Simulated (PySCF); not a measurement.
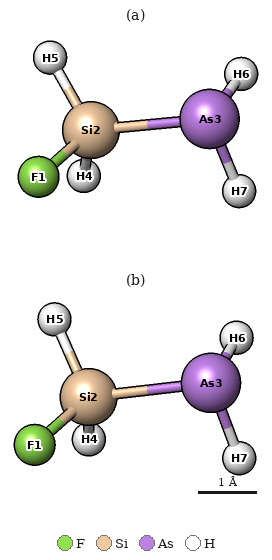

The structure of SiAsH$_{4}$F before (top) and after (bottom) a relaxation, at one scale.

Style: ball-and-stick. Shown at a tilt.

The start comes from GFN2-xTB.

Method: PBE0-D3(BJ)/def2-SVP geometry optimisation, gas phase in PySCF. 

Describe what moved and what it gained.

Answer. After 4 geometry steps the energy has fallen by 0.115 eV. The largest move after the best rigid fit is that of H6, 0.12 Å. Largest moves by element: H 0.12 Å, F 0.09 Å, Si 0.07 Å, As 0.03 Å. Near-neighbour distances that change, for instance: Si2–As3 2.315 → 2.358 Å, Si2–H4 1.461 → 1.491 Å, As3–H6 1.503 → 1.529 Å, As3–H7 1.503 → 1.525 Å. Among the angles between lasting bonds that change: As3–Si2–H5 114.2° → 108.5°, As3–Si2–H4 119.3° → 113.9°, F1–Si2–H5 103.2° → 108.2°. The run took 19 s on 1 thread of Intel(R) Xeon(R) Platinum 8488C, on a shared host.
